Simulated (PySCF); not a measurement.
**Atomic calculation, with input and output: K²⁺**

- system: K²⁺, configuration 1s2 2s2 2p6 3s2 3p5, multiplicity 2.
- method: unrestricted TPSS, def2-TZVP, non-relativistic, point nucleus (PySCF)

The program's output (extracts):
```
damping factor = 0
level_shift factor = 0
DIIS = <class 'pyscf.scf.diis.CDIIS'>
diis_start_cycle = 1
diis_space = 10
diis_damp = 0
SCF conv_tol = 1e-09
SCF conv_tol_grad = None
number electrons alpha = 9  beta = 8
XC functionals = TPSS
    J. Tao, J. P. Perdew, V. N. Staroverov, and G. E. Scuseria.,  Phys. Rev. Lett. 91, 146401 (2003)
    J. P. Perdew, J. Tao, V. N. Staroverov, and G. E. Scuseria.,  J. Chem. Phys. 120, 6898 (2004)
    J. Tao, J. P. Perdew, V. N. Staroverov, and G. E. Scuseria.,  Phys. Rev. Lett. 91, 146401 (2003)
    J. P. Perdew, J. Tao, V. N. Staroverov, and G. E. Scuseria.,  J. Chem. Phys. 120, 6898 (2004)
cycle= 1 E= -598.605745787965  delta_E= -0.00404  |g|= 0.00889  |ddm|= 0.0699
cycle= 2 E= -598.605778963011  delta_E= -3.32e-05  |g|= 0.00275  |ddm|= 0.0132
cycle= 3 E= -598.605782124322  delta_E= -3.16e-06  |g|= 0.000455  |ddm|= 0.00418
cycle= 4 E= -598.605782205127  delta_E= -8.08e-08  |g|= 1.42e-05  |ddm|= 0.000554
cycle= 5 E= -598.605782205232  delta_E= -1.05e-10  |g|= 2.81e-07  |ddm|= 1.38e-05
converged SCF energy = -598.605782205232  <S^2> = 0.75185373  2S+1 = 2.0018529
```

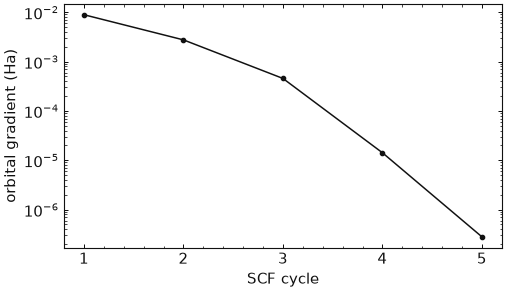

Figure 1. Convergence: orbital gradient against the SCF cycle. The residual falls at every step. It goes from 0.0089 to 2.8×10⁻⁷ in 5 steps.

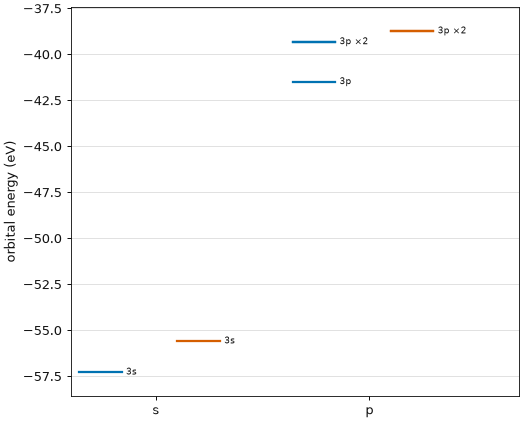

Figure 2. Orbital energies of the mean field, from the top down to −57.3 eV, by angular momentum, α spin at the left of each column and β at the right; ×n counts the orbitals under one label. The highest filled orbital is 3p β at −38.7 eV, the lowest empty one p β at −38.0 eV.

Input:
```python
from pyscf import gto, scf, dft, mp, cc
import basis_set_exchange as bse
mol = gto.M(atom="K 0 0 0", charge=2, spin=1, symmetry="D2h",
            basis=gto.basis.parse(bse.get_basis("def2-TZVP", elements=["K"], fmt="nwchem", header=False)))
mf = dft.UKS(mol, xc="TPSS")
mf.irrep_nelec = {'Ag': (3, 3), 'B1u': (2, 2), 'B2u': (2, 2), 'B3u': (2, 1)}
mf.kernel()
```

The script is an equivalent of what the driver set up; the driver started from orbitals of its own, so the log can be shorter than this script's would be, and it computed the properties (radii, ⟨L²⟩, response) afterwards. It held the occupations shell by shell, which the script's counts by irreducible representation don't always enforce.

Launched within a batch (the task file carries these settings):
```bash
OMP_NUM_THREADS=1 python <driver script> TASK.json OUT
```

Summary:

| quantity | value |
| --- | --- |
| outcome | converged |
| total energy | −598.605782 hartree |
| kinetic energy | 597.456853 hartree |
| ⟨S²⟩ | 0.752 |
| ⟨L²⟩ | 2.01 |
| SCF iterations | 5 |
| hardware | 1 thread of Arm Neoverse N1, 15 GiB of memory available, shared host |
| wall time | 0.53 s |
